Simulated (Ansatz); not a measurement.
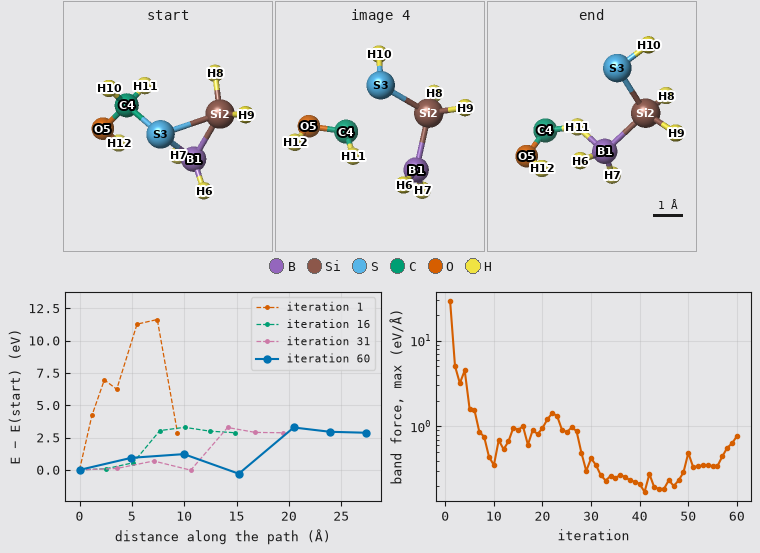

NEB run on CH$_{7}$BOSSi. Images are numbered from 0 (start) to 6 (end). The plot follows the band through its iterations. A ball-and-stick model, seen from a free direction.

These are results of RKS B3LYP/def2-SVP (Ansatz 0.2.0), not measurements. Set-up: 5 movable images; climbing image; force threshold 0.03 eV/Å; iteration limit 60; starting path through a guess of the saddle point.

Question: Judge this run.

Answer: The result isn't final. The band hadn't converged when the run stopped after 60 iterations. The largest component of the band force went from 29 to 0.77 eV/Å. The barrier read from it is provisional, though the highest image hardly moved in the last two iterations. The first iteration put the highest image at 11.64 eV. Relative to the start the highest point is image 4 at +3.28 eV and the end lies at +2.88 eV, but the profile dips to −0.29 eV at image 3 on the way, so there may be more than one step; on an unconverged band the side maxima are provisional.

Cost: 5.8 min on 2 threads of AMD EPYC 9R45 96-Core Processor (Zen 5) (shared host), peak memory 0.28 GiB.
